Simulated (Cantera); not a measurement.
Feed: 1 mol TiCl4, 8.3 mol H2O, 2 mol H2, held at 0.320 bar.

Cantera equilibrium calculation (NASA polynomials, part measured and part estimated; ideal gas, pure solids and liquids). Candidate condensed phases: H2O, Ti, TiCl2, TiCl3, TiCl4, TiO, TiO2, Ti2O3, Ti3O5, Ti4O7; 23 gas species. Gases not in the tables: TiO(OH)2. The numbers say what is thermodynamically allowed, not how fast it happens.

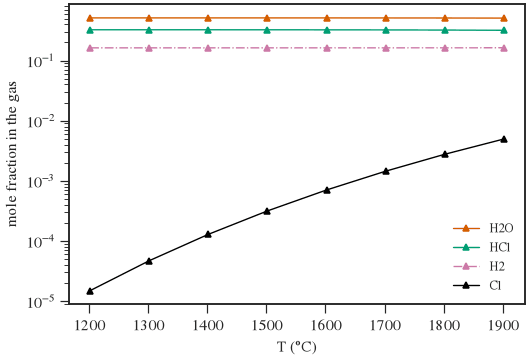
Fig. 1. Equilibrium gas composition (values under 1e-9 drawn at 1e-9)

Question: Read off the mole fractions at 1502 °C.

Answer: H2O about 0.51, HCl about 0.32, H2 about 0.16, Cl about 0.00032.
